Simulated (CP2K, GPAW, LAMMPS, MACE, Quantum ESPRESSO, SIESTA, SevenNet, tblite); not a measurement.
## GPAW on glassy 79SiO2-12Al2O3-4SrO-4ZnO (mol %) (76 atoms): settings against a plane-wave reference

How do the settings of GPAW change the result for glassy 79SiO2-12Al2O3-4SrO-4ZnO (mol %) (76 atoms)? A plane-wave run serves as the yardstick.

Method: the method is named at each step, in GPAW 26.7.0.

## Step 1: Starting point

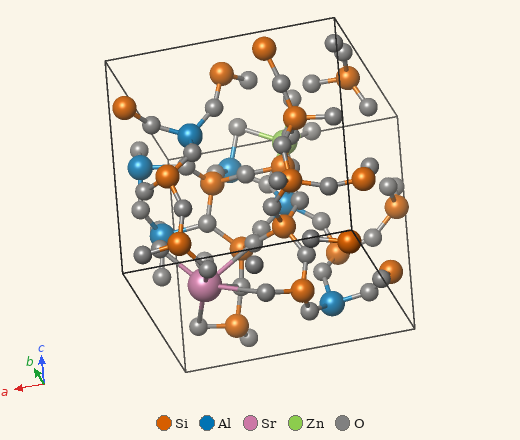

The cell as given, from a free direction (silicon orange, aluminium blue, strontium pink, zinc green, oxygen grey). Bonds to atoms that aren't drawn are left out. Some periodic images of atoms are drawn too.

The cell holds 76 atoms: 19 Si, 6 Al, 1 Sr, 1 Zn and 49 O. Its edges and angles: a = 10.013 Å, b = 10.013 Å, c = 10.013 Å, α = 90.0°, β = 90.0°, γ = 90.0°. 76 atoms (19 Si, 6 Al, 1 Sr, 1 Zn, 49 O) placed at random at 2.51 g/cm³, melted at 4000 K for 10 ps at fixed volume with the Morse and Coulomb pair potential with partial charges (Pedone, Malavasi, Menziani, Cormack and Segre, J. Phys. Chem. B 110, 11780 (2006)). Quenched from 4000 K to 300 K at 10 K/ps and fixed volume, held 10 ps at zero pressure.

The yardstick, on the same geometry:

```
method                                           : Kohn-Sham DFT, PBE, SSSP efficiency 1.3.0 pseudopotentials, plane waves (Quantum ESPRESSO 7.5); sssp-pbe-1.3.0-efficiency, cutoffs 60/480 Ry, Γ point
r.m.s. force component                           : 1.477 eV/Å
longest force                                    : 7.011 eV/Å
pressure                                         : 8.478 GPa
gap (highest filled to lowest empty level) : 3.902 eV
time                                             : 1.9 min on 4 MPI ranks of Arm Neoverse V2, shared host
CPU time                                         : 7.6 min
```

## Step 2: PBE, LCAO dzp, h 0.18 Å

Method: Kohn-Sham DFT, PBE, PAW, atomic orbitals (dzp).

Input file run.py:

```python
import numpy as np
from ase.io import read
from gpaw import GPAW, FermiDirac

atoms = read("structure.xyz")
atoms.calc = GPAW(
    mode="lcao",
    basis="dzp",
    h=0.18,
    xc="PBE",
    kpts={"size": (1, 1, 1), "gamma": True},
    occupations=FermiDirac(0.05),
    maxiter=200,
    symmetry={"point_group": False},
    txt="gpaw.txt",
)
energy = atoms.get_potential_energy(force_consistent=True)
forces = atoms.get_forces()
print(f"energy {energy:.6f} eV")
print("forces (eV/A)")
for i, (a, f) in enumerate(zip(atoms, forces)):
    print(f"{i:4d} {a.symbol:2s} {f[0]:10.5f} {f[1]:10.5f} {f[2]:10.5f}")
print(f"Fermi level {atoms.calc.get_fermi_level():.4f} eV")
for k in range(len(atoms.calc.get_ibz_k_points())):
    for s in range(atoms.calc.get_number_of_spins()):
        e = atoms.calc.get_eigenvalues(kpt=k, spin=s)
        n = np.searchsorted(e, atoms.calc.get_fermi_level())
        print(f"k {k} spin {s} levels about the Fermi level:", np.round(e[max(n - 6, 0):n], 4).tolist(), "|", np.round(e[n:n + 6], 4).tolist())
```

Input file structure.xyz:

```xyz
76
Lattice="10.01332 0.00000 0.00000 0.00000 10.01332 0.00000 0.00000 0.00000 10.01332" Properties=species:S:1:pos:R:3 pbc="T T T"
Si 2.98167 7.84634 3.94795
Si 0.48284 8.57340 0.21969
Si 0.70153 5.48169 9.41853
Si 7.96159 9.07397 4.58930
Si 2.61788 7.58719 6.94714
Si 7.25375 1.67553 0.85213
Si 6.41704 3.16020 3.62342
Si 0.04366 6.90989 3.85623
Si 7.76954 8.74904 1.52363
Si 0.14309 2.89695 1.37052
Si 3.32132 9.17140 9.61849
Si 7.09844 4.63046 6.15369
Si 3.54812 4.86367 0.26475
Si 2.86461 0.75140 3.82809
Si 3.98430 4.75082 6.24861
Si 4.05640 5.14424 3.26745
Si 9.38899 9.83608 7.75421
Si 0.06629 1.19219 5.20572
Si 5.68887 7.27548 9.80044
Al 7.19898 7.59711 7.02965
Al 4.67021 1.80280 6.05025
Al 3.01611 1.90574 0.92443
Al 6.94304 1.91965 8.00265
Al 9.58235 4.02245 4.46284
Al 9.76369 6.27004 6.67618
Sr 7.65378 5.18179 1.22914
Zn 4.42028 2.21004 8.67294
O 9.17801 6.36647 2.67926
O 3.56454 0.71515 9.72263
O 8.76726 2.26321 0.84903
O 7.12598 0.19356 0.94986
O 6.13817 7.27578 8.29453
O 7.84764 5.99648 6.47331
O 7.60912 4.02305 4.65089
O 6.35926 2.32179 9.72494
O 3.37739 1.13151 5.23957
O 2.06535 8.82584 0.56595
O 0.25474 0.36969 6.58806
O 3.41254 4.58510 4.60983
O 0.03855 5.61727 5.04361
O 3.25092 4.86527 1.89682
O 4.69084 8.43122 0.05788
O 0.21709 9.53789 9.07207
O 9.87604 3.48293 2.84098
O 10.00821 2.73394 5.43703
O 5.51844 1.25907 7.35779
O 0.44209 7.01513 9.86632
O 3.18243 9.26132 3.32442
O 3.98941 3.29068 6.89257
O 5.51083 5.17198 6.00769
O 5.67945 2.41021 4.72829
O 1.26278 0.93414 4.12939
O 9.35755 8.83335 1.28541
O 4.10756 6.80085 3.42926
O 7.46463 8.84236 3.08210
O 6.91099 8.63248 5.69377
[... 16 atom lines left out ...]
O 2.89205 8.43582 8.22815
O 3.38240 1.64238 2.61918
O 3.67919 3.33053 0.03905
O 3.15009 8.05251 5.56170
```

Command:

```bash
> OMP_NUM_THREADS=1 python run.py > output.txt
```

Output:

```text
energy -530.443802 eV
forces (eV/A)
   0 Si   -0.17608   -1.60571    1.53595
   1 Si    2.36688   -2.22304    0.59610
   2 Si   -0.08685   -0.01328    0.19025
   3 Si    1.68900   -0.04077    0.41604
   4 Si   -2.52629   -4.63155   -0.72995
   5 Si    1.81547    4.95797    1.29936
   6 Si   -0.29075    2.09008   -0.16198
   7 Si   -5.32393   -1.64115    0.81082
   8 Si   -0.67498    1.24774   -0.18028
   9 Si   -1.09857    3.09098   -0.13218
  10 Si   -0.95459   -2.77778   -0.04818
  11 Si   -3.68914   -0.30032   -1.07180
  12 Si    1.19731    3.08580    3.11807
  13 Si   -1.79517    0.42964   -1.04701
  14 Si   -1.39154    1.50709   -2.36824
  15 Si    0.28046    1.16171   -0.00326
  16 Si   -3.50618   -2.86255    0.63567
  17 Si    1.37928   -1.59389   -1.08770
  18 Si   -2.23290   -2.28170   -2.15428
  19 Al   -0.56173    0.42016   -0.72155
  20 Al   -0.47586    1.90528   -3.24322
  21 Al    0.47273   -0.23225    2.27152
  22 Al    1.42711    1.68004    0.04011
  23 Al   -0.62175    0.17832   -1.70007
[...]
68 O     0.59706   -1.65217    2.09995
  69 O     1.50799    0.17748    0.18517
  70 O     0.15188   -1.81812   -1.04684
  71 O     0.90477   -0.32441    0.24231
  72 O     1.18630    1.94393    0.96924
  73 O     1.54236    1.33517   -1.63998
  74 O     1.08824   -4.09943   -1.06505
  75 O     1.66864    1.87010   -1.93097
Fermi level 3.7512 eV
k 0 spin 0 levels about the Fermi level: [1.9799, 2.0444, 2.1098, 2.1844, 2.2463, 2.3853] | [6.1444, 7.107, 7.5164, 7.94, 8.0008, 8.2658]
```

gpaw.txt:

```text
Input parameters:
  mode=LCAO(),
  basis={'default': 'dzp'},
  h=0.18,
  kpts=MonkhorstPack(size=(1, 1, 1), gamma=True),
  maxiter=200,
  occupations=Occupations(name='fermi-dirac', width=0.05, fixmagmom=False),
  symmetry=Symmetry(point_group=False),
  xc=XC(name='PBE')
Unit cell  # Å
| periodic |         x |         y |         z |   lengths |    angles |
|----------|-----------|-----------|-----------|-----------|-----------|
|      yes | 10.013320 |  0.000000 |  0.000000 | 10.013320 | 90.000000 |
|      yes |  0.000000 | 10.013320 |  0.000000 | 10.013320 | 90.000000 |
|      yes |  0.000000 |  0.000000 | 10.013320 | 10.013320 | 90.000000 |
Number of symmetries: 1
Symmetry operations  # r_c * U_cc + t_c -> r_c
|   | kind |            matrix            |
|---|------|------------------------------|
| 0 |  E   |  1, 0, 0,  0, 1, 0,  0, 0, 1 |
BZ-sampling:
  Number of BZ points: 1
  Number of IBZ points: 1
  Monkhorst-Pack size: [1, 1, 1]
  Monkhorst-Pack shift: [0, 0, 0]
[... lines left out ...]
Reference energy: -424820.939760  # eV
eigensolver:
density mixing:
  MSR1-Mixer
occupation numbers:
  Fermi-Dirac:
    width: 0.0500  # eV
FastPoissonSolver using
    Stencil: 6*3+1=19 point O(h^6) finite-difference Laplacian
xc functional:
  name: PBE with 2 nearest neighbor stencil
interpolation: tri-quintic # 5. degree polynomial
Initialization done in: 8.447 s
convergence criteria:
- Maximum [total energy] change in last 3 cyles: 0.0005 eV / valence electron
- Maximum integral of absolute [dens]ity change: 0.0001 electrons / valence electron
- Maximum integral of absolute [eigenst]ate change: 4e-08 eV^2 / valence electron
maximum number of iterations: 200
SCF iterations
|iter     |      energy | eigst |  dens |
|---------|-------------|-------|-------|
|iter:   1| -580.029032 |      c|       |
|iter:   2| -567.314726 |      c| -0.77 |
|iter:   3| -529.737260 |      c| -0.82 |
|iter:   4| -530.243085 |      c| -1.46 |
|iter:   5| -530.473207 |      c| -1.76 |
|iter:   6| -530.444494 |      c| -2.48 |
|iter:   7| -530.443952c|      c| -3.18 |
|iter:   8| -530.443816c|      c| -3.57 |
|iter:   9| -530.443802c|      c| -4.06c|
Converged in 9 steps
SCF loop duration: 82.015 s (9.113 s/step)
Energy contributions relative to reference atoms: (reference = -424820.939760)
Energy contributions:
  Kinetic:         748.464579
  Coulomb:        -635.330732
  Zero:              6.716493
  External:          0.000000
  Xc:             -650.294141
  Entropy:          -0.000000
  Spinorbit:         0.000000
  ----------------------------
  Free energy:    -530.443802
  Extrapolated:   -530.443802
dipole moment: (-42.885799, -6.669295, -49.015665)  # |e|*Ang
Fermi level: 3.751
Eigenvalues  # (at kpt = [0.000, 0.000, 0.000])
| band index |      eig [eV] | occ [0-2] |
|------------|---------------|-----------|
|          0 |       -31.894 |     2.000 |
|        ... |               |           |
|        197 |         1.728 |     2.000 |
|        198 |         1.952 |     2.000 |
[...]
|        212 |         8.511 |     0.000 |
|        ... |               |           |
|        249 |        11.615 |     0.000 |
Gap: 3.759 eV
Transition (v -> c):
  (s=0, k=0, n=204, [0.00, 0.00, 0.00]) -> (s=0, k=0, n=205, [0.00, 0.00, 0.00])
No difference between direct/indirect transitions
Force computation time: 21.867  # s
timing:  # [seconds]
  Total:  112.354  # ━━━━━━━━━━━━━━━━━━━━━━━━━━━━━━━━━━━━━━━━━━━━━━━━━━━━━━━━
  Init:     8.446  # ━━━━
  SCF:     82.015  # ━━━━━━━━━━━━━━━━━━━━━━━━━━━━━━━━━━━━━━━━━
  Forces:  21.867  # ━━━━━━━━━━━
```

Wall time 1.9 min (1 thread of Arm Neoverse V2, shared host); peak memory 1.5 GiB.

Banners, paths, timers and routine set-up lines are dropped from the logs unmarked, and long logs keep their key lines alone; longer cuts are marked.

Against the reference:

| Property | Result |
| --- | --- |
| r.m.s. force component | 1.675 eV/Å |
| r.m.s. difference of force components | 315.3 meV/Å |
| longest difference of force vectors | 896.7 meV/Å |
| force difference over r.m.s. force | 21.35 % |
| slope of forces against the reference's | 1.121 |
| correlation of force components | 0.9879 |
| gap (highest filled to lowest empty level) | 3.759 eV |
| gap difference | -0.1432 eV |

Length of the force difference by element (eV/Å):

```
element  atoms  mean  most
     Al      6  0.23  0.31
      O     49  0.63  0.90
     Si     19  0.26  0.48
     Sr      1  0.23  0.23
     Zn      1  0.11  0.11
```

Levels nearest the highest filled one (eV from it): -0.41, -0.34, -0.28, -0.20, -0.14, 0.00, 3.76, 4.72, 5.13, 5.55, 5.62, 5.88.

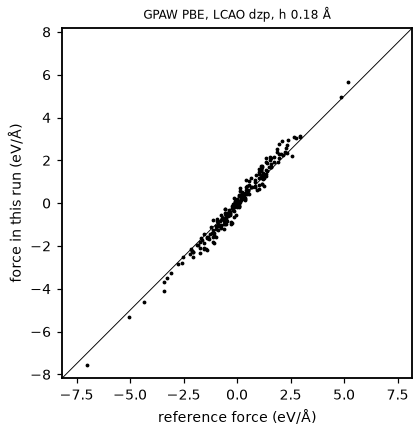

Force components against those of the reference; the line marks equality.

The surroundings of O31, which bears the longest force, nearest first, numbered as they follow in the input and with coordinates relative to it.

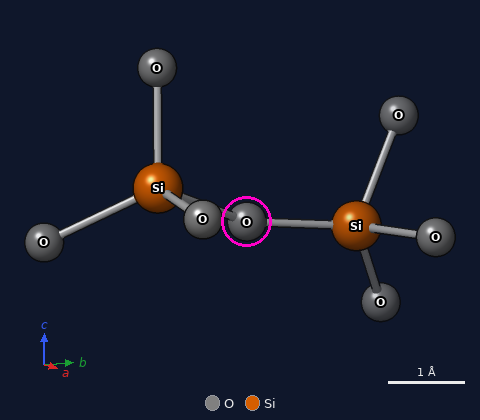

The atoms of the table, within 2.8 Å (arrows a, b, c point along x, y, z); some may hide others; the central atom is ringed.

```
atom      x      y      z  distance (Å)     Fx     Fy  Fz (eV/Å)
 O31   0.00   0.00   0.00          0.00  -0.64  -7.58       0.15
 Si6   0.13   1.48  -0.10          1.49   1.82   4.96       1.30
 Si9   0.64  -1.46   0.57          1.69  -0.67   1.25      -0.18
 O55   0.34  -1.36   2.13          2.55  -2.12  -0.15      -0.85
 O35  -0.77   2.13  -1.24          2.58  -0.91   1.19      -2.30
 O57  -0.38   2.25   1.28          2.61   0.10   0.43       0.92
 O53   2.23  -1.37   0.34          2.64  -0.80   0.36       1.91
 O30   1.64   2.07  -0.10          2.64  -0.47  -0.53      -1.25
 O65  -0.19  -2.76  -0.19          2.77   2.72   0.68       2.31
```

Atoms are counted from 1 here, from 0 in the log.

Forces lie 21 % from the reference's, at 0.25 times its CPU time (on 1 against 4 cores).

## Step 3: PBE, LCAO dzp, h 0.15 Å

Method: Kohn-Sham DFT, PBE, PAW, atomic orbitals (dzp).

Edit run.py of step 2 so:

```diff
@@ -8,3 +8,3 @@
     basis="dzp",
-    h=0.18,
+    h=0.15,
     xc="PBE",
```

structure.xyz is that of step 2.

Output:

```text
energy -534.590924 eV
forces (eV/A)
   0 Si   -0.17017   -1.60902    1.52963
   1 Si    2.37413   -2.22589    0.59621
   2 Si   -0.09006   -0.00916    0.19265
   3 Si    1.68982   -0.04235    0.41823
   4 Si   -2.52739   -4.63268   -0.73051
   5 Si    1.80272    4.95121    1.29982
   6 Si   -0.29252    2.09215   -0.15366
   7 Si   -5.32872   -1.64049    0.81062
   8 Si   -0.68096    1.25054   -0.17210
   9 Si   -1.09592    3.09061   -0.12794
  10 Si   -0.95145   -2.77465   -0.04961
  11 Si   -3.69070   -0.30063   -1.07070
  12 Si    1.19330    3.09416    3.11844
  13 Si   -1.79606    0.43281   -1.05556
  14 Si   -1.39263    1.51323   -2.36748
  15 Si    0.28466    1.15469   -0.00975
  16 Si   -3.50015   -2.86317    0.63665
  17 Si    1.38338   -1.58860   -1.08986
  18 Si   -2.23659   -2.27641   -2.15037
  19 Al   -0.56679    0.41671   -0.72181
  20 Al   -0.47561    1.90447   -3.24384
  21 Al    0.46843   -0.23416    2.27198
  22 Al    1.42860    1.67428    0.03955
  23 Al   -0.62215    0.17524   -1.69718
[...]
68 O     0.62537   -1.63858    2.12633
  69 O     1.48261    0.14879    0.14264
  70 O     0.14368   -1.77704   -1.05665
  71 O     0.90374   -0.33228    0.20912
  72 O     1.19217    1.91405    0.98649
  73 O     1.53850    1.31162   -1.59940
  74 O     1.06881   -4.07746   -1.05950
  75 O     1.67109    1.88553   -1.89453
Fermi level 3.7488 eV
k 0 spin 0 levels about the Fermi level: [1.9775, 2.0417, 2.1068, 2.1816, 2.2435, 2.3822] | [6.1456, 7.1063, 7.5158, 7.9387, 7.9996, 8.2648]
```

gpaw.txt:

```text
Input parameters:
  mode=LCAO(),
  basis={'default': 'dzp'},
  h=0.15,
  kpts=MonkhorstPack(size=(1, 1, 1), gamma=True),
  maxiter=200,
  occupations=Occupations(name='fermi-dirac', width=0.05, fixmagmom=False),
  symmetry=Symmetry(point_group=False),
  xc=XC(name='PBE')
Unit cell  # Å
| periodic |         x |         y |         z |   lengths |    angles |
[... lines left out ...]
  Fermi-Dirac:
[... lines left out ...]
convergence criteria:
- Maximum [total energy] change in last 3 cyles: 0.0005 eV / valence electron
[... lines left out ...]
Converged in 9 steps
[... lines left out ...]
  Free energy:    -534.590924
  Extrapolated:   -534.590924
dipole moment: (-42.738516, -6.500663, -49.009449)  # |e|*Ang
Fermi level: 3.749
Eigenvalues  # (at kpt = [0.000, 0.000, 0.000])
| band index |      eig [eV] | occ [0-2] |
|------------|---------------|-----------|
|          0 |       -31.896 |     2.000 |
|        ... |               |           |
|        197 |         1.725 |     2.000 |
|        198 |         1.949 |     2.000 |
[...]
|        212 |         8.510 |     0.000 |
|        ... |               |           |
|        249 |        11.613 |     0.000 |
Gap: 3.763 eV
Transition (v -> c):
  (s=0, k=0, n=204, [0.00, 0.00, 0.00]) -> (s=0, k=0, n=205, [0.00, 0.00, 0.00])
No difference between direct/indirect transitions
Force computation time: 36.007  # s
timing:  # [seconds]
  Total:  181.538  # ━━━━━━━━━━━━━━━━━━━━━━━━━━━━━━━━━━━━━━━━━━━━━━━━━━━━━━━━
  Init:    10.898  # ━━━╸
  SCF:    134.606  # ━━━━━━━━━━━━━━━━━━━━━━━━━━━━━━━━━━━━━━━━━╸
  Forces:  36.007  # ━━━━━━━━━━━
```

Run time: 3 min. Hardware: 1 thread; peak memory 2.4 GiB.

Compared with the plane-wave run:

* r.m.s. force component: 1.675 eV/Å
* r.m.s. difference of force components: 314.4 meV/Å
* longest difference of force vectors: 915.4 meV/Å
* force difference over r.m.s. force: 21.29 %
* slope of forces against the reference's: 1.121
* correlation of force components: 0.988
* gap (highest filled to lowest empty level): 3.763 eV
* gap difference: -0.1389 eV
* energy less the same-level run's: -54.57 meV/atom
* r.m.s. force difference from the same-level run: 20.07 meV/Å

Against the first run (21 %), the force difference from the reference is 21 %, at 1.6 times the CPU time: the change moves forces by 20 meV/Å r.m.s., so most of the difference comes from elsewhere.

## Step 4: LDA, LCAO dzp, h 0.18 Å

Method: Kohn-Sham DFT, LDA, PAW, atomic orbitals (dzp).

Edit run.py of step 3 so:

```diff
@@ -8,4 +8,4 @@
     basis="dzp",
-    h=0.15,
-    xc="PBE",
+    h=0.18,
+    xc="LDA",
     kpts={"size": (1, 1, 1), "gamma": True},
```

structure.xyz is that of step 3.

Output:

```text
energy -588.670264 eV
forces (eV/A)
   0 Si   -0.15427   -1.55286    1.52251
   1 Si    2.32528   -2.18306    0.53611
   2 Si   -0.06265   -0.00399    0.17334
   3 Si    1.74116   -0.10284    0.39817
   4 Si   -2.52599   -4.60553   -0.75395
   5 Si    1.76532    4.89916    1.29799
   6 Si   -0.37306    2.11573   -0.14029
   7 Si   -5.25085   -1.57892    0.83167
   8 Si   -0.61446    1.27202   -0.10530
   9 Si   -1.12005    3.07442   -0.15812
  10 Si   -0.96120   -2.77939    0.00334
  11 Si   -3.64960   -0.31285   -1.04162
[...]
71 O     0.90710   -0.32918    0.13539
  72 O     1.16049    1.82665    1.02563
  73 O     1.24280    1.12726   -1.60974
  74 O     1.15909   -4.23462   -1.27506
  75 O     1.36867    1.60579   -1.94289
Fermi level 3.3280 eV
k 0 spin 0 levels about the Fermi level: [1.6173, 1.683, 1.7507, 1.8213, 1.8815, 2.0114] | [5.6522, 6.6223, 7.0499, 7.4444, 7.506, 7.7686]
```

gpaw.txt:

```text
Input parameters:
  mode=LCAO(),
  basis={'default': 'dzp'},
  h=0.18,
  kpts=MonkhorstPack(size=(1, 1, 1), gamma=True),
  maxiter=200,
  occupations=Occupations(name='fermi-dirac', width=0.05, fixmagmom=False),
  symmetry=Symmetry(point_group=False),
  xc=XC(name='LDA')
[... lines left out ...]
  Fermi-Dirac:
[... lines left out ...]
convergence criteria:
- Maximum [total energy] change in last 3 cyles: 0.0005 eV / valence electron
[... lines left out ...]
Converged in 9 steps
[... lines left out ...]
  Free energy:    -588.670264
[... lines left out ...]
Fermi level: 3.328
[... lines left out ...]
|          0 |       -32.019 |     2.000 |
|        ... |               |           |
|        197 |         1.371 |     2.000 |
|        198 |         1.589 |     2.000 |
[...]
|        212 |         8.014 |     0.000 |
|        ... |               |           |
|        249 |        11.045 |     0.000 |
Gap: 3.641 eV
Transition (v -> c):
  (s=0, k=0, n=204, [0.00, 0.00, 0.00]) -> (s=0, k=0, n=205, [0.00, 0.00, 0.00])
No difference between direct/indirect transitions
Force computation time: 21.898  # s
timing:  # [seconds]
  Total:  105.211  # ━━━━━━━━━━━━━━━━━━━━━━━━━━━━━━━━━━━━━━━━━━━━━━━━━━━━━━━━
  Init:     6.999  # ━━━╸
  SCF:     76.287  # ━━━━━━━━━━━━━━━━━━━━━━━━━━━━━━━━━━━━━━━━╸
  Forces:  21.898  # ━━━━━━━━━━━╸
```

Elapsed: 1.8 min, on 1 thread; peak memory 1.5 GiB.

Compared with the plane-wave run:

```
r.m.s. force component                           : 1.596 eV/Å
r.m.s. difference of force components            : 209.1 meV/Å
longest difference of force vectors              : 1039 meV/Å
force difference over r.m.s. force               : 14.16 %
slope of forces against the reference's          : 1.074
correlation of force components                  : 0.9938
gap (highest filled to lowest empty level) : 3.641 eV
gap difference                                   : -0.2615 eV
```

Against the first run (21 %), the force difference from the reference is 14 %, at 0.94 times the CPU time; another functional landing nearer a PBE reference means that errors partly cancel.

[end of part 1 of 2]

[Also dropped from logs without a mark: logging warnings of Python, and SIESTA's first energy breakdown and zero terms.]

[Logs are printed without paths, hosts, clocks, repeated set-up lines and the standing remarks that a program may print on its own settings, such as how far it seeks lower states.]

[Hosts, paths, dates, database ids (printed as entryN), source tags and the programs' standing remarks are cut or masked in the printed files.]
